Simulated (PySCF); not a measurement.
**Frequency calculation of MoBr2**

The run: frequency calculation of MoBr2, multiplicity 5. Method and program: UKS-based PBE, Mo def2-TZVP with ECP28, Br def2-TZVP; non-relativistic Hamiltonian with a scalar-relativistic core potential; density fitting (PySCF 2.14.0).

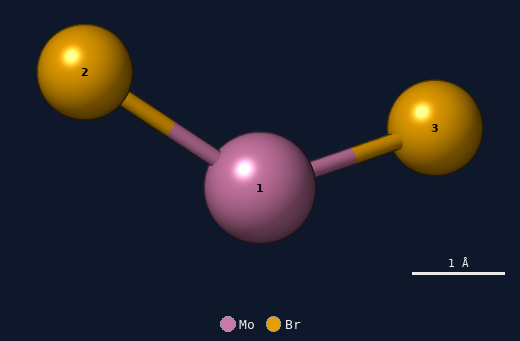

**Figure 1.** The structure as given in the input (ball-and-stick view, seen at a tilt; atoms are numbered from 1 in the order of the input). Sticks mark near contacts.

**Results in brief**

| quantity | value |
| --- | --- |
| outcome | converged |
| total energy | −5215.826564 hartree |
| ⟨S²⟩ | 6.029 |
| zero-point energy | 0.001367 hartree |
| dipole moment | 1.94 D |
| wavenumbers, lowest and highest | 45 and 309 cm⁻¹ |
| hardware | 4 threads of Arm Neoverse V1, 24 GiB of memory available, shared host |
| wall time | 67 s (CPU time 3.4 min) |
| peak memory | 1 GiB |

**The input**
```python
from pyscf import gto, scf, dft
mol = gto.M(atom='''
Mo     0.000000     0.000000    -0.622516
Br     2.189283     0.000000     0.383890
Br    -2.189283     0.000000     0.383890''',
    basis={'Mo': 'def2-TZVP', 'Br': 'def2-TZVP'},
    ecp={'Mo': 'def2-TZVP'},
    charge=0, spin=4)
mf = dft.UKS(mol, xc='PBE')
mf.grids.atom_grid = (75, 302)
aux = {'Mo': 'def2-universal-JKFIT', 'Br': 'def2-universal-JKFIT'}
mf = mf.density_fit(auxbasis=aux)
mf.conv_tol = 1e-09
mf.diis_space = 10
mf.max_cycle = 60
mf.verbose = 4
mf.kernel()
```

The script is an equivalent of the set-up of the self-consistent field. The run itself was carried out by a driver, which started from the orbitals of the step before it where there was one and computed the further properties.

Launch command:
```bash
OMP_NUM_THREADS=4 python axn.py task.json out
```

**Log**
```
init E= -5215.82656435392
  alpha nocc = 44  HOMO = -0.190597165807079  LUMO = -0.112101473968556
  beta  nocc = 40  HOMO = -0.276545202668325  LUMO = -0.129563059794598
  HOMO = -0.190597165807  LUMO = -0.129563059795  gap/eV = 1.66082
cycle= 1 E= -5215.82656435352  delta_E= 3.97e-10  |g|= 2.74e-05  |ddm|= 3.99e-05
  alpha nocc = 44  HOMO = -0.190603022004432  LUMO = -0.112108980457291
  beta  nocc = 40  HOMO = -0.276543740411055  LUMO = -0.129569826045304
  HOMO = -0.190603022004  LUMO = -0.129569826045  gap/eV = 1.66080
cycle= 2 E= -5215.82656435034  delta_E= 3.18e-09  |g|= 7.7e-05  |ddm|= 0.000103
  alpha nocc = 44  HOMO = -0.190597550035244  LUMO = -0.112102008947416
  beta  nocc = 40  HOMO = -0.276544922941447  LUMO = -0.129563528550109
  HOMO = -0.190597550035  LUMO = -0.12956352855  gap/eV = 1.66082
cycle= 3 E= -5215.82656435388  delta_E= -3.54e-09  |g|= 1.27e-05  |ddm|= 7.59e-05
  alpha nocc = 44  HOMO = -0.190598419213127  LUMO = -0.112103106741665
  beta  nocc = 40  HOMO = -0.276544798431427  LUMO = -0.129564522406837
  HOMO = -0.190598419213  LUMO = -0.129564522407  gap/eV = 1.66082
cycle= 4 E= -5215.82656435398  delta_E= -9.82e-11  |g|= 3e-07  |ddm|= 1.2e-05
  alpha nocc = 44  HOMO = -0.1905984369785  LUMO = -0.112103123875982
  beta  nocc = 40  HOMO = -0.276544845982643  LUMO = -0.129564544123741
  HOMO = -0.190598436979  LUMO = -0.129564544124  gap/eV = 1.66082
Extra cycle  E= -5215.82656435399  delta_E= -1.09e-11  |g|= 4.06e-07  |ddm|= 6.1e-07
converged SCF energy = -5215.82656435399  <S^2> = 6.0291772  2S+1 = 5.0116573
```

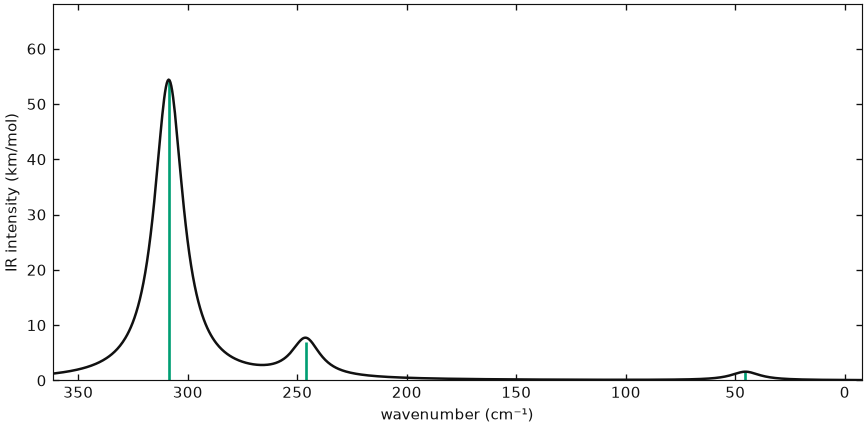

**Figure 2.** Harmonic infrared spectrum, unscaled: sticks (degenerate modes added up, dark ones marked on the axis) with a Lorentzian envelope of 16 cm⁻¹ full width, scaled to the tallest stick. 3 modes from 45 to 309 cm⁻¹, none imaginary. The strongest line is at 309 cm⁻¹ (54 km/mol). All modes, in cm⁻¹ (km/mol): 45 (1.5), 246 (6.9), 309 (54).
